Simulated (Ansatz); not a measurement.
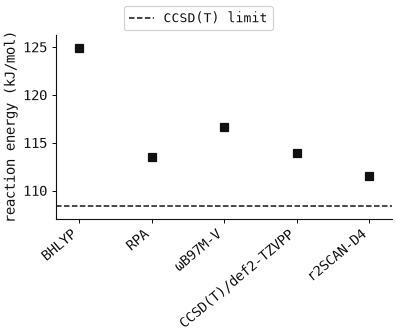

Electronic reaction energy of SiH₂O₂Cl₂ (O[Si](O)(Cl)Cl) + SiH₄ ([SiH4]) → Si₂H₄OCl₂ (O[Si]([SiH3])(Cl)Cl) + H₂O (O) (SMILES in brackets) at several levels (functionals in def2-TZVPP unless a basis is named), isolated molecules at PBE0-D4 triple-zeta geometries, minima by their frequencies, no zero-point or thermal terms, the Ansatz code. The line is frozen-core CCSD(T) at the basis limit (MP2 extrapolated from triple and quadruple zeta, plus CCSD(T) less MP2 in a smaller set). RPA holds a correlation term that converges slowly with the basis, so part of the distance to the limit is basis error. No dispersion term is added to BHLYP. The distance of CCSD(T)/def2-TZVPP to the limit includes basis error. The limit lies 5.6 kJ/mol from CCSD(T)/def2-TZVPP, so the line itself is uncertain by a part of that.

> What range do the values span, the line included?

From 108.4 kJ/mol (CCSD(T) limit) to 124.9 kJ/mol (BHLYP).

> Give the values.

| level | kJ/mol | less CCSD(T) limit |
| --- | --- | --- |
| BHLYP | 124.9 | 16.6 |
| RPA | 113.5 | 5.2 |
| ωB97M-V | 116.6 | 8.2 |
| CCSD(T)/def2-TZVPP | 113.9 | 5.6 |
| r2SCAN-D4 | 111.5 | 3.2 |
| CCSD(T) limit | 108.4 | 0.0 |
